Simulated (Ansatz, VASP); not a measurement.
**GaP in two plane-wave programs**

Wanted: the spread between two codes on one cell, functional and k mesh. The cell is a member of a volume series, scaled by 0.97 from a relaxed one, so a pressure remains.

Main program and level: Ansatz 0.2.0; plane waves, with VASP 6.6.1 beside it; zone-centre phonons at LDA.

## 1. Starting point

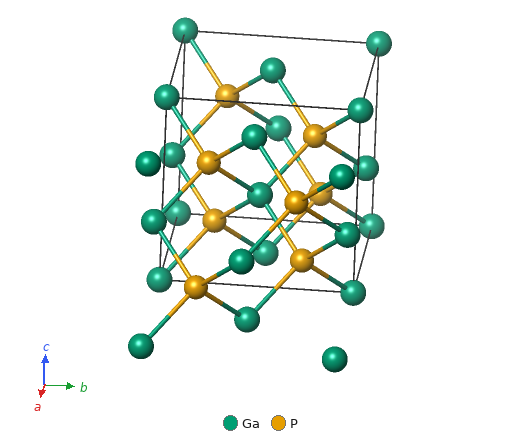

The cell as given, slightly off an axis (gallium teal, phosphorus orange). 2×1×1 cells are drawn. This picture shows the conventional cell, with its axes. Bonds to atoms that aren't drawn are left out. Some periodic images of atoms are drawn too.

## 2. Ansatz: zone-centre phonons, LDA

Ansatz runs on its default PAW (the set named soft_2) files.

Second derivatives magnify differences that forces hide, and they need a tight electronic threshold.

input.yaml

```yaml
crystal:
  lattice:
    - [0.0, 2.6689077695, 2.6689077695]
    - [2.6689077695, 0.0, 2.6689077695]
    - [2.6689077695, 2.6689077695, 0.0]
  atoms:
    - { symbol: Ga, position: [0.0, 0.0, 0.0] }
    - { symbol: P, position: [0.25, 0.25, 0.25] }
hamiltonian:
  xc: lda
  pseudopotentials: { kind: paw }
kpoints:
  mp_grid: { grid: [11, 11, 11] }
scf:
  occupations: { method: fixed }
phonons:
  method: dfpt
  qpoints: [[0, 0, 0]]
  dielectric: true
  rigid_motions: translations
```

The run is started by

```console
$ ansatz run input.yaml --threads 4 --pin off --max-ram 9216MiB --backend cpu --events-out ev --progress --plain --runs-dir out
```

Numbers of over 12 decimals in the logs are rounded to 6 here.

Output:

```text
Engine: ansatz 0.2.0, aarch64-unknown-linux-gnu
Pseudopotentials: kind: paw
Pseudopotential: Ga, paw, valence charge 13, recommended cutoff 420 eV (normal), Ga.paw.azcp
Pseudopotential: P, paw, valence charge 5, recommended cutoff 420 eV (normal), P.paw.azcp
Functional definition: SPW92
  exchange = slater_x
  correlation = pw_c
Crystal: 2 atoms, lattice volume = 38.022 Å³
Basis set: ecut = 420 eV, 725 PW (Γ), exchange–correlation on 54×54×54 points (8 copies of the dense FFT grid, shifted against one another)
Bands: 13, of which v1, the nominal top of the filled ones, is band 9 counted from 1 (8 counted from 0)
Symmetry: 24 space group operations
k-points: 216 of 1331 (irreducible under 4 space group operations, time reversal used)
Non-local potential: Ga, projectors of the file, l = 0: 2, l = 1: 2, l = 2: 3, l = 3: 1
Non-local potential: P, projectors of the file, l = 0: 2, l = 1: 2, l = 2: 2
PAW form: soft (Blöchl's): semilocal exchange-correlation on the pseudo side does not see the compensation charge
PAW frozen core: Ga, regenerated for the run's functional, and the local potential with it (the file was generated under x = pbe(κ = 0.804, μ = 0.219515), c = pbe(β = 0.066725))
PAW frozen core: P, regenerated for the run's functional, and the local potential with it (the file was generated under x = pbe(κ = 0.804, μ = 0.219515), c = pbe(β = 0.066725))
PAW one-centre angular grid: Ga, 590 points (default); XC on 64 Gauss nodes
PAW one-centre angular grid: P, 110 points (default); XC on 64 Gauss nodes
Initial density: superposition of atomic densities (neutral atoms: chi_scale 0, normalization atom), corrected by the library's trained network
Initial wavefunctions: pseudopotential atomic-orbital guess
Functional: x = slater, c = lda
SCF iter   1: F=—  HF=-4433.763888 eV  |F-HF|=—  |Δ(HF+E_count)|=         —  Δρ=6.55e-3  dr2=1.51e-2  ethr=1.77e-3  ⟨swp⟩=5.1  Hψ=14823  notcnv=0  defer=405
preconditioner: auto → none  [insulator: Δε(μ)=1.282 eV  Ē_g=15.782 eV  n_scr=14 (ndim 8)  ℏωp=25.5 eV  f_vac=0.006  ε∞_Penn≈3.6]
SCF iter   2: F=—  HF=-4433.758543 eV  |F-HF|=—  |Δ(HF+E_count)|=   5.34e-3  Δρ=3.01e-3  dr2=1.39e-3  ethr=8.40e-5  ⟨swp⟩=2.8  Hψ=5547  notcnv=0  defer=430
SCF iter   3: F=—  HF=-4433.758222 eV  |F-HF|=—  |Δ(HF+E_count)|=   3.21e-4  Δρ=9.19e-4  dr2=2.36e-4  ethr=7.75e-6  ⟨swp⟩=2.8  Hψ=5464  notcnv=0  defer=428
SCF iter   4: F=—  HF=-4433.758131 eV  |F-HF|=—  |Δ(HF+E_count)|=   9.11e-5  Δρ=3.76e-4  dr2=2.31e-5  ethr=1.31e-6  ⟨swp⟩=2.0  Hψ=5230  notcnv=0  defer=411
SCF iter   5: F=—  HF=-4433.758127 eV  |F-HF|=—  |Δ(HF+E_count)|=   4.62e-6  Δρ=2.06e-5  dr2=1.09e-7  ethr=1.28e-7  ⟨swp⟩=2.2  Hψ=4283  notcnv=0  defer=365
SCF iter   6: F=—  HF=-4433.758125 eV  |F-HF|=—  |Δ(HF+E_count)|=   1.62e-6  Δρ=4.28e-6  dr2=4.47e-9  ethr=6.08e-10  ⟨swp⟩=2.2  Hψ=4840  notcnv=0  defer=358
SCF iter   7: F=-4433.758125 eV  HF=-4433.758125 eV  |F-HF|=1.06e-10  |Δ(HF+E_count)|=   1.28e-9  Δρ=4.22e-7  dr2=5.32e-11  ethr=1.00e-12  ⟨swp⟩=11.1  Hψ=24848  notcnv=0
SCF 1 converged in 7 iterations: F = -4433.758125 eV  dr2 = 5.32e-11
  greatest PAW one-centre occupation: 0.994 electrons in one spin orbital (limit 2), on the Ga atom at site 0 (counted from 0), in its partial waves of l = 2
NSCF: frozen V_eff on 6 k-points
DFPT response loops at Γ: preconditioner auto → none (the input reference at scf.mixing.eps_inf says where Resta's filter doesn't serve); β = 0.50; Broyden in place of MSR1
── the response to a field inside a basis, on 12×12×12 k-points: an SCF that follows is theirs, and a resumed run solves both again ──
Bands: 10, of which v1, the nominal top of the filled ones, is band 9 counted from 1 (8 counted from 0)
k-points: 182 of 1728 (irreducible under 6 space group operations, time reversal used)
Initial density: handed on by an earlier stage of this run
Initial wavefunctions: pseudopotential atomic-orbital guess (no wavefunctions were taken with the density)
Eigensolver: Dense (182 Hₖ)
SCF iter   1: F=—  HF=-4433.757381 eV  |F-HF|=—  |Δ(HF+E_count)|=         —  Δρ=1.73e-4  dr2=3.36e-6  ethr=1.00e-1
preconditioner: auto → none  [insulator: Δε(μ)=1.435 eV  Ē_g=13.380 eV  n_scr=14 (ndim 8)  ℏωp=25.5 eV  f_vac=0.002  ε∞_Penn≈4.6]
SCF iter   2: F=—  HF=-4433.757380 eV  |F-HF|=—  |Δ(HF+E_count)|=   4.58e-7  Δρ=1.17e-4  dr2=1.88e-6  ethr=1.87e-8
SCF iter   3: F=—  HF=-4433.757381 eV  |F-HF|=—  |Δ(HF+E_count)|=   4.63e-7  Δρ=2.80e-5  dr2=2.44e-7  ethr=1.05e-8
SCF iter   4: F=-4433.757380 eV  HF=-4433.757380 eV  |F-HF|=2.28e-9  |Δ(HF+E_count)|=   3.21e-7  Δρ=4.00e-6  dr2=3.46e-9  ethr=1.35e-9
SCF 1 converged in 4 iterations: F = -4433.757380 eV  dr2 = 3.46e-9
DFPT response loops at Γ: mixed as the last ones told, above
WARN: field response: ε∞ stands inside a basis, on 12×12×12 points; the force constants stand on the 11×11×11 k-mesh, whose period is 12.89 times the interband length at k = (0.0000, 0.0000, 0.0000), direct gap 2.133 eV, under 14: take them and everything formed from them as unconverged, and compare with a denser kpoints.mp_grid
SCF converged after 7 iterations
Free energy (F): -4433.758125 eV
Harris-Foulkes:  -4433.758125 eV  (|F-HF|=1.06e-10)
Internal energy: -4433.758125 eV  (E = F + TS)
E sigma→0 (E₀):  -4433.758125 eV
Fermi energy:    7.657351 eV
--- Per-component energies (eV) ---
  E_band       = -52.686700
  E_kinetic    = 188.687643
  E_local      = -2163.569877  (includes V_loc(G=0)·N_el)
  E_nonlocal   = 462.070759
  E_hartree    = 1001.314654
  E_xc         = -131.196440
  E_vxc        = -121.026523  (∫ρ·V_xc dr)
  E_paw        = -2452.554901  (= ΣΔE_a)
  E_vpaw       = -421.477531  (= ΣTr[D̂ρ^β])
  E_aug_tail   = -0.000134  (compensation charges beyond the density's cutoff)
  E_ewald      = -1340.355659
  E_core_change = 1.845831  (= ΣΔE_core)
  E_smearing   = -0.000000  (= −TS)
  E_closure    = 0.000000  (closes the sum)
  Σ components = -4433.758125   (vs F -4433.758125, Δ=0.00e0)
--- Band table (eV; the first three rows and the last of 216) ---
  k-point 0: bands = [... 5 lower, -5.3505, 7.6574, 7.6574, 7.6574, 9.7907, 11.4235, 11.4235, 11.4235]
  k-point 1: bands = [... 5 lower, -5.2336, 6.5990, 7.5108, 7.5108, 10.2457, 11.6420, 11.6420, 11.7502]
  k-point 2: bands = [... 5 lower, -4.8924, 4.8683, 7.1834, 7.1834, 10.1215, 12.0918, 12.0918, 13.0291]
  k-point 215: bands = [... 5 lower, -2.9891, 1.6310, 3.6348, 6.1040, 10.5894, 13.6514, 13.8908, 14.3625]
--- Phonons (Γ-DFPT): 2 representative perturbations + reference, on 216 of 1331 k-points (Σ response iterations 6) ---
  k mesh reduced under 4 symmetry operations, with k and −k counted as one. Each operation leaves every solved perturbation unchanged. A smaller set is not considered because the run solves the response to a homogeneous field
  ASR residual: 1.439e-4 → 0.000e0 eV/Å²; symmetrization residual: 2.271e-6 eV/Å²
  ASR residual per site (eV/Å²): 3.19e-5 1.44e-4
  Γ frequencies (cm⁻¹): 0.00 0.00 0.00 378.29 378.29 378.29
  ε∞ (high-frequency dielectric tensor):
       10.446081    -0.000000     0.000000
       -0.000000    10.446081     0.000000
        0.000000     0.000000    10.446081
  ε⁰ (static dielectric tensor: ions relaxed, cell fixed):
       12.131414    -0.000000     0.000000
       -0.000000    12.131414     0.000000
        0.000000     0.000000    12.131414
  ε⁰ − ε∞ (ionic part):
        1.685332     0.000000     0.000000
        0.000000     1.685332     0.000000
        0.000000     0.000000     1.685332
  softest optical mode at Γ: 378.29 cm⁻¹; the repairs (sum rule, projections) moved no ω² at Γ by more than (1.18 cm⁻¹)²
  Born effective charges Z* (e; rows j = field, columns β = displacement):
    site 0:
         1.99916    0.00000    0.00000
         0.00000    1.99916    0.00000
         0.00000    0.00000    1.99916
    site 1:
        -1.99916   -0.00000   -0.00000
        -0.00000   -1.99916   -0.00000
        -0.00000   -0.00000   -1.99916
  Z* charge neutrality: 2.199e-4 e pre-enforcement
  solved inside a basis spanned on kpoints, on 12×12×12 k-points, its susceptibility summed on 16×16×16: ε∞ is read to err by 2.9e-2, Z* by 1.4e-2 e (field_mesh: kpoints solves on kpoints); Z* is corrected for what the basis lacks
  optical modes at Γ without the LO–TO term, one row a degenerate level:
      ω (cm⁻¹)  modes    IR ((D/Å)²/amu)
        378.29      3            12.8980
  optical modes at Γ + LO–TO along q̂ = [1.0000, 0.0000, 0.0000]:
      ω (cm⁻¹)  modes    IR ((D/Å)²/amu)
        378.29      2             8.5987
        407.66      1             4.2993
  optical modes at Γ + LO–TO along q̂ = [0.0000, 1.0000, 0.0000]:
      ω (cm⁻¹)  modes    IR ((D/Å)²/amu)
        378.29      2             8.5987
        407.66      1             4.2993
  optical modes at Γ + LO–TO along q̂ = [0.0000, 0.0000, 1.0000]:
      ω (cm⁻¹)  modes    IR ((D/Å)²/amu)
        378.29      2             8.5987
        407.66      1             4.2993
--- Phonons (arbitrary-q DFPT): 1 explicit q-point ---
  q = [0, 0, 0] (of the zone-centre solve; hermiticity 4.02e-7, symmetrization 8.04e-14): -0.00 0.00 0.00 378.29 378.29 378.29
  sum rule: each row above includes the acoustic sum rule's correction from the zone centre's row sums; it moved no ω² by more than (1.12 cm⁻¹)²
```

Run time: 27 s. Hardware: 4 threads of Arm Neoverse V1, shared host; peak memory 0.71 GiB; 1.7 min of CPU time.

[end of part 1 of 3]

[Lines on the potential files, build, host, timing and source positions are cut from VASP's logs without a mark.]

[Logs are printed without paths, hosts, clocks, repeated set-up lines and the standing remarks that a program may print on its own settings, such as how far it seeks lower states.]

[Hosts, paths, dates, database ids (printed as entryN), source tags and the programs' standing remarks are cut or masked in the printed files.]
